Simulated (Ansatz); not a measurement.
Rh: pressure series

Base system: Rh in the fcc (Cu type) structure (space group Fm-3m, No. 225).

```
Rh
1.0
    0.00000     1.90000     1.90000
    1.90000     0.00000     1.90000
    1.90000     1.90000     0.00000
Rh
1
Direct
  0.00000   0.00000   0.00000
```

Cell and atoms are relaxed at each pressure.

Method: Kohn–Sham DFT with the r2SCAN functional, run in Ansatz (an electronic-structure program) with PAW and 500 eV plane waves, scalar-relativistic without spin-orbit coupling.

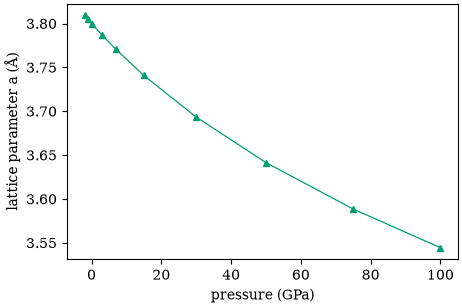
Figure: Lattice parameter a against pressure

Problem. From the plot, what is the lattice parameter a for pressure 15 GPa?

Solution. About 3.74 Å.

Problem. Is the trend monotonic over the range shown?

Solution. Yes, it falls throughout, spanning 3.544 Å to 3.809 Å.

Load acts through the strain it causes; cell and atoms are relaxed under it. Whether these cells are dynamically stable was not tested. Competing high-pressure phases were not computed. The final runs are not spin-polarised.
